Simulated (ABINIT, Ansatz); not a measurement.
**CdS (Greenockite): one start, several treatments of the self-energy**

Wanted: the gap of CdS (Greenockite) under several approximations, with cost.

Calculated with ABINIT 10.8.3; PBE and many-body steps on it, plane waves.

The database entry behind the starting cell differs from later determinations by our own check (about 0.35 % long), so it need not match the best structure at ambient conditions.

### 1. Set-up

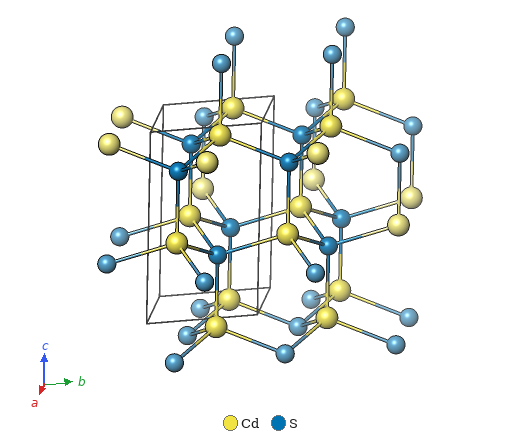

The cell as given, slightly off an axis (cadmium yellow, sulfur blue). 2×2×1 cells are drawn. Some periodic images of atoms are drawn too.

The cell and positions come from the Crystallography Open Database and are kept as given unless a step says otherwise.

### 2. Empty states on the mesh, 3×3×2 mesh, 475 bands

This step: ABINIT 10.8.3; DFT, PBE, plane waves, norm-conserving pseudopotentials.

The sums over transitions need many empty states on a uniform mesh; this step solves for them.

File run.abi:

```
acell 3*1.0 Angstrom
rprim 
  4.149999999997 0.000000000001 0.000000000000
  -2.074999999999 3.594005425702 0.000000000000
  0.000000000000 0.000000000000 6.737000000000
ntypat 2
znucl 48 16
natom 4
typat 1 1 2 2
xred 
  0.333333333333 0.666666666667 0.000000000000
  0.666666666667 0.333333333333 0.500000000000
  0.333333333333 0.666666666667 0.375000000000
  0.666666666667 0.333333333333 0.875000000000
pp_dirpath "pseudos"
pseudos "Cd.upf, S.upf"
ecut 47
ngkpt 3 3 2
nshiftk 1
shiftk 0 0 0
kptopt 1
chksymbreak 0
iscf -2
irdden 1
istwfk *1
nband 475
nbdbuf 42
tolwfr 1e-09
nstep 60
prtvol 0
indata_prefix "in"
outdata_prefix "out"
tmpdata_prefix "tmp"
```

On the command line:

```bash
> OMP_NUM_THREADS=1 mpirun -n 4 abinit run.abi > log
```

Numbers of over 12 decimals in the logs are rounded to 6 here.

Log:

```text
.Version 10.8.3 of ABINIT. v10.8.2 released Aug 2026.

 Symmetries : space group P6_3 m c (#186); Bravais hP (primitive hexag.)
[... echo of the input left out ...]
== DATASET  1 ==================================================================
-   mpi_nproc: 4, omp_nthreads: 1 (-1 if OMP is not activated)

--- !DatasetInfo
iteration_state: {dtset: 1, }
dimensions: {natom: 4, nkpt: 6, mband: 475, nsppol: 1, nspinor: 1, nspden: 1, mpw: 10458, }
cutoff_energies: {ecut:  47.0, pawecutdg:  -1.0, }
[...]
5.52785    5.53473    5.53647    5.53656    5.53992    5.54979    5.54984    5.55011
   5.55674    5.57868    5.57896    5.59237    5.60966    5.61147    5.61666    5.62273
   5.63093    5.63437    5.63856
 prteigrs : prtvol=0 or 1, do not print more k-points.

== END DATASET(S) ==============================================================
================================================================================

 -outvars: echo values of variables after computation  --------
            nband         475
             nkpt           6
          spgroup         186
 [... the other variables as echoed above ...]

 Calculation completed.
```

Wall time 18 min (4 MPI ranks of Arm Neoverse V1, shared host); peak memory 0.84 GiB.

This step gave:

```yaml
gap: 1.175 eV
k_of_the_valence_top: 0, 0, 0
k_of_the_conduction_bottom: 0, 0, 0
least_direct_gap: 1.175 eV
k_points_computed: 6
lowest_point_of_the_top_converged_band_above_the_valence_top: 138.5805 eV
```

On this mesh the gap is 1.175 eV.

The density comes from a self-consistent run that is not shown.

### 3. Screening, 3×3×2 mesh, 192 bands, screening to 141.5 eV

The RPA dielectric matrix is built and inverted for each q.

This step: RPA screening on PBE, plane waves, norm-conserving pseudopotentials.

run.abi, as its differences from that of step 2:

```diff
@@ -22,10 +22,11 @@
 chksymbreak 0
-iscf -2
-irdden 1
 istwfk *1
-nband 475
-nbdbuf 42
-tolwfr 1e-09
-nstep 60
-prtvol 0
+occopt 1
+irdwfk 1
+optdriver 3
+nband 192
+ecuteps 5.2
+inclvkb 2
+awtr 1
+symchi 1
 indata_prefix "in"
```

Log:

```text
.Version 10.8.3 of ABINIT. v10.8.2 released Aug 2026.

 Symmetries : space group P6_3 m c (#186); Bravais hP (primitive hexag.)
[... echo of the input left out ...]
== DATASET  1 ==================================================================
-   mpi_nproc: 4, omp_nthreads: 1 (-1 if OMP is not activated)

--- !DatasetInfo
iteration_state: {dtset: 1, }
dimensions: {natom: 4, nkpt: 6, mband: 192, nsppol: 1, nspinor: 1, nspden: 1, mpw: 10458, }
cutoff_energies: {ecut:  47.0, pawecutdg:  -1.0, }
electrons: {nelect:   5.20000000E+01, charge:   0.00000000E+00, occopt:   1.00000000E+00, tsmear:   1.00000000E-02, }

 SCREENING: Calculation of the susceptibility and dielectric matrices

 Based on a program developped by R.W. Godby, V. Olevano, G. Onida, and L. Reining.
 Incorporated in ABINIT by V. Olevano, G.-M. Rignanese, and M. Torrent.
.Using double precision arithmetic ; gwpc =  8

[... cell and pseudopotentials left out ...]
--------------------------------------------------------------------------------

 ==== K-mesh for the wavefunctions ====
 Number of points in the irreducible wedge :     6
[... list of points left out ...]
 Together with 12 symmetry operations and time-reversal symmetry
 yields    18 points in the full Brillouin Zone.

 ==== Q-mesh for the screening function ====
 Number of points in the irreducible wedge :     6
[... list of points left out ...]
 Together with 12 symmetry operations and time-reversal symmetry
 yields    18 points in the full Brillouin Zone.

 setmesh: FFT mesh size selected  =    27x   27x   54
          total number of points  =        39366

 vcoul_init : cutoff-mode = AUXILIARY_FUNCTION
 q-points for optical limit:   1
     1)      0.000010    0.000020    0.000030

- screening: taking advantage of time-reversal symmetry
- Maximum band index for partially occupied states nbvw = 26
- Remaining bands to be divided among processors   nbcw = 166
- Number of bands treated by each node ~41

 Number of electrons calculated from density =   52.0000; Expected =   52.0000
 average of density, n =  0.076686
 r_s =    1.4602
 omega_plasma =   26.7124 [eV]

 calculating chi0 at frequencies [eV] :
  1    0.000000E+00    0.000000E+00
  2    0.000000E+00    2.671236E+01

--------------------------------------------------------------------------------
  q-point number  1        q = ( 0.000000, 0.000000, 0.000000) [r.l.u.]
--------------------------------------------------------------------------------
[... chi0 elements left out ...]
 For q-point:  0.000010 0.000020 0.000030
  dielectric constant =  13.9192
  dielectric constant without local fields =  14.7289

  Average fulfillment of the sum rule on Im[epsilon] for q-point    1 :     64.80  [%]
[... wings left out ...]
  q-point number  2        q = ( 0.333333, 0.000000, 0.000000) [r.l.u.]
--------------------------------------------------------------------------------
[... chi0 elements left out ...]
  Average fulfillment of the sum rule on Im[epsilon] for q-point    2 :     69.22  [%]

 [... 4 further q-points ...]
```

Run time: 94 s. Hardware: 4 MPI ranks; peak memory 1.7 GiB.

This step gave:

| Quantity | Value |
| --- | --- |
| ε∞ with local fields, on this mesh, along the program's q direction | 13.92 |
| the same without local fields | 14.73 |
| plasma frequency | 26.71 eV |
| plane waves in the screening matrix | 379 |

Local fields lower ε∞ by 5 %. On a Γ-centred mesh this coarse the value itself is usually too large, while a short band sum pulls it down.

### 4. G0W0, Godby-Needs plasmon pole

The self-energy is evaluated for the states that the input lists, and the levels follow from it, in one-shot runs by the linearised quasiparticle equation.

This step: G0W0 on PBE, plane waves, norm-conserving pseudopotentials.

run.abi, as its differences from that of step 3:

```diff
@@ -25,8 +25,15 @@
 irdwfk 1
-optdriver 3
+optdriver 4
 nband 192
+gwcalctyp 0
+ecutsigx 47
+symsigma 1
+nkptgw 1
+kptgw 
+  0.0000000000 0.0000000000 0.0000000000
+bdgw 
+  25 28
 ecuteps 5.2
-inclvkb 2
-awtr 1
-symchi 1
+irdscr 1
+ppmodel 1
 indata_prefix "in"
```

Log:

```text
.Version 10.8.3 of ABINIT. v10.8.2 released Aug 2026.

 Symmetries : space group P6_3 m c (#186); Bravais hP (primitive hexag.)
[... echo of the input left out ...]
== DATASET  1 ==================================================================
-   mpi_nproc: 4, omp_nthreads: 1 (-1 if OMP is not activated)

--- !DatasetInfo
iteration_state: {dtset: 1, }
dimensions: {natom: 4, nkpt: 6, mband: 192, nsppol: 1, nspinor: 1, nspden: 1, mpw: 10458, }
cutoff_energies: {ecut:  47.0, pawecutdg:  -1.0, }
electrons: {nelect:   5.20000000E+01, charge:   0.00000000E+00, occopt:   1.00000000E+00, tsmear:   1.00000000E-02, }

 SIGMA: Calculation of the GW corrections

 Based on a program developped by R.W. Godby, V. Olevano, G. Onida, and L. Reining.
 Incorporated in ABINIT by V. Olevano, G.-M. Rignanese, and M. Torrent.
.Using double precision arithmetic ; gwpc =  8

[... cell and pseudopotentials left out ...]
--------------------------------------------------------------------------------

 ==== K-mesh for the wavefunctions ====
 Number of points in the irreducible wedge :     6
[... list of points left out ...]
 Together with 12 symmetry operations and time-reversal symmetry
 yields    18 points in the full Brillouin Zone.

 ==== Q-mesh for screening function ====
 Number of points in the irreducible wedge :     6
[... list of points left out ...]
 Together with 12 symmetry operations and time-reversal symmetry
 yields    18 points in the full Brillouin Zone.

 vcoul_init : cutoff-mode = AUXILIARY_FUNCTION
 q-points for optical limit:   1
     1)      0.000010    0.000020    0.000030
 setmesh: FFT mesh size selected  =    45x   45x   80
          total number of points  =       162000

 Number of electrons calculated from density =   52.0000; Expected =   52.0000
 average of density, n =  0.076686
 r_s =    1.4602
 omega_plasma =   26.7124 [eV]

 === KS Band Gaps ===
  >>>> For spin  1
   Minimum direct gap =   1.1750 [eV], located at k-point      :   0.0000  0.0000  0.0000
   Fundamental gap    =   1.1750 [eV], Top of valence bands at :   0.0000  0.0000  0.0000
                                       Bottom of conduction at :   0.0000  0.0000  0.0000
 SIGMA fundamental parameters:
 PLASMON POLE MODEL  1
 number of plane-waves for SigmaX                10383
 number of plane-waves for SigmaC and W            379
 number of plane-waves for wavefunctions         10383
 number of bands                                   192
 number of independent spin polarizations            1
 number of spinorial components                      1
 number of k-points in IBZ                           6
 number of q-points in IBZ                           6
 number of symmetry operations                      12
 number of k-points in BZ                           18
 number of q-points in BZ                           18
 number of frequencies for dSigma/dE                 9
 frequency step for dSigma/dE [eV]                0.25
 number of omega for Sigma on real axis              0
 max omega for Sigma on real axis  [eV]           0.00
 zcut for avoiding poles [eV]                     0.10

 EPSILON^-1 parameters (SCR file):
 dimension of the eps^-1 matrix on file            379
 dimension of the eps^-1 matrix used               379
 number of plane-waves for wavefunctions         10383
 number of bands                                   192
 number of q-points in IBZ                           6
 number of frequencies                               2
 number of real frequencies                          1
 number of imag frequencies                          1

 matrix elements of self-energy operator (all in [eV])

 Perturbative Calculation

--- !SelfEnergy_ee
iteration_state: {dtset: 1, }
kpoint     : [   0.000,    0.000,    0.000, ]
spin       : 1
KS_gap     :    1.175
QP_gap     :    2.018
Delta_QP_KS:    0.843
data: !SigmaeeData |
     Band     E0 <VxcDFT>   SigX SigC(E0)      Z dSigC/dE  Sig(E)    E-E0       E
       25   4.259 -15.271 -18.229   2.263   0.779  -0.284 -15.812  -0.541   3.718
       26   4.259 -15.271 -18.229   2.263   0.779  -0.284 -15.812  -0.541   3.718
       27   5.434 -10.670  -6.577  -3.721   0.812  -0.231 -10.368   0.302   5.736
       28   7.023 -11.014  -6.546  -3.956   0.814  -0.229 -10.598   0.416   7.439

== END DATASET(S) ==============================================================
================================================================================

 -outvars: echo values of variables after computation  --------
           etotal      0.0000000000E+00
            nband         192
             nkpt           6
          spgroup         186
 [... the other variables as echoed above ...]

 Calculation completed.
```

Elapsed: 12 s, on 4 MPI ranks; peak memory 1.3 GiB; 48 s of CPU time.

Numbers from this step:

```yaml
g0w0_gap_on_the_points_computed: 2.018 eV
starting_gap_on_the_mesh: 1.175 eV
k_of_the_valence_top: 0, 0, 0
k_of_the_conduction_bottom: 0, 0, 0
z_at_the_valence_top: 0.779
z_at_the_conduction_bottom: 0.812
least_direct_g0w0_gap_on_the_computed_points: 2.018 eV
```

The gap on the mesh goes from 1.18 eV to 2.02 eV, a correction of +0.84 eV.

### 5. G0W0, Engel-Farid plasmon pole

run.abi, as its differences from that of step 4:

```diff
@@ -37,3 +37,3 @@
 irdscr 1
-ppmodel 1
+ppmodel 4
 indata_prefix "in"
```

Log:

```text
.Version 10.8.3 of ABINIT. v10.8.2 released Aug 2026.

 Symmetries : space group P6_3 m c (#186); Bravais hP (primitive hexag.)
[... echo of the input left out ...]
== DATASET  1 ==================================================================
-   mpi_nproc: 4, omp_nthreads: 1 (-1 if OMP is not activated)

--- !DatasetInfo
iteration_state: {dtset: 1, }
dimensions: {natom: 4, nkpt: 6, mband: 192, nsppol: 1, nspinor: 1, nspden: 1, mpw: 10458, }
cutoff_energies: {ecut:  47.0, pawecutdg:  -1.0, }
electrons: {nelect:   5.20000000E+01, charge:   0.00000000E+00, occopt:   1.00000000E+00, tsmear:   1.00000000E-02, }

 SIGMA: Calculation of the GW corrections

 Based on a program developped by R.W. Godby, V. Olevano, G. Onida, and L. Reining.
 Incorporated in ABINIT by V. Olevano, G.-M. Rignanese, and M. Torrent.
.Using double precision arithmetic ; gwpc =  8

[... cell and pseudopotentials left out ...]
--------------------------------------------------------------------------------

 ==== K-mesh for the wavefunctions ====
 Number of points in the irreducible wedge :     6
[... list of points left out ...]
 Together with 12 symmetry operations and time-reversal symmetry
 yields    18 points in the full Brillouin Zone.

 ==== Q-mesh for screening function ====
 Number of points in the irreducible wedge :     6
[... list of points left out ...]
 Together with 12 symmetry operations and time-reversal symmetry
 yields    18 points in the full Brillouin Zone.

 vcoul_init : cutoff-mode = AUXILIARY_FUNCTION
 q-points for optical limit:   1
     1)      0.000010    0.000020    0.000030
 setmesh: FFT mesh size selected  =    45x   45x   80
          total number of points  =       162000

 Number of electrons calculated from density =   52.0000; Expected =   52.0000
[...]
number of k-points in IBZ                           6
 number of q-points in IBZ                           6
 number of symmetry operations                      12
 number of k-points in BZ                           18
 number of q-points in BZ                           18
 number of frequencies for dSigma/dE                 9
 frequency step for dSigma/dE [eV]                0.25
 number of omega for Sigma on real axis              0
 max omega for Sigma on real axis  [eV]           0.00
 zcut for avoiding poles [eV]                     0.10

 EPSILON^-1 parameters (SCR file):
 dimension of the eps^-1 matrix on file            379
 dimension of the eps^-1 matrix used               379
 number of plane-waves for wavefunctions         10383
 number of bands                                   192
 number of q-points in IBZ                           6
 number of frequencies                               2
 number of real frequencies                          1
 number of imag frequencies                          1

 matrix elements of self-energy operator (all in [eV])

 Perturbative Calculation

--- !SelfEnergy_ee
iteration_state: {dtset: 1, }
kpoint     : [   0.000,    0.000,    0.000, ]
spin       : 1
KS_gap     :    1.175
QP_gap     :    1.969
Delta_QP_KS:    0.794
data: !SigmaeeData |
     Band     E0 <VxcDFT>   SigX SigC(E0)      Z dSigC/dE  Sig(E)    E-E0       E
       25   4.259 -15.271 -18.229   2.101   0.788  -0.269 -15.946  -0.675   3.584
       26   4.259 -15.271 -18.229   2.101   0.788  -0.269 -15.946  -0.675   3.584
       27   5.434 -10.670  -6.577  -3.948   0.820  -0.220 -10.551   0.119   5.553
       28   7.023 -11.014  -6.546  -4.117   0.819  -0.221 -10.726   0.288   7.310

== END DATASET(S) ==============================================================
================================================================================

 -outvars: echo values of variables after computation  --------
           etotal      0.0000000000E+00
            nband         192
             nkpt           6
          spgroup         186
 [... the other variables as echoed above ...]

 Calculation completed.
```

Elapsed: 8.2 s, on 4 MPI ranks; peak memory 1.2 GiB.

Numbers from this step:

```
G0W0 gap on the points computed              : 1.969 eV
starting gap on the mesh                     : 1.175 eV
k of the valence top                         : 0, 0, 0
k of the conduction bottom                   : 0, 0, 0
Z at the valence top                         : 0.788
Z at the conduction bottom                   : 0.82
least direct G0W0 gap on the computed points : 1.969 eV
```

Against G0W0 in ABINIT (3×3×2 mesh, 192 bands, screening to 141.5 eV, Godby-Needs plasmon pole), the gap moves by −0.049 eV.

(Continued in part 2 of 2.)

[Paths, hosts, dates, memory and timing lines, banners, echoed tables and standing remarks are left out of the program output.]

[Logs are printed without paths, hosts, clocks, repeated set-up lines and the standing remarks that a program may print on its own settings, such as how far it seeks lower states.]

[Runs of the session that timed out or met a known fault of the program may be left out.]

[Hosts, paths, dates, database ids (printed as entryN), source tags and the programs' standing remarks are cut or masked in the printed files.]

[G0W0 gaps are taken among the corrected bands and points alone; a level outside them can change the order at an edge.]

[Where Ansatz stands beside ABINIT at settings called matched, ABINIT's density can come from a denser mesh and the files from another edition; pairs whose starting gaps differed by over 0.03 eV were left out, so agreement reads better than it is.]
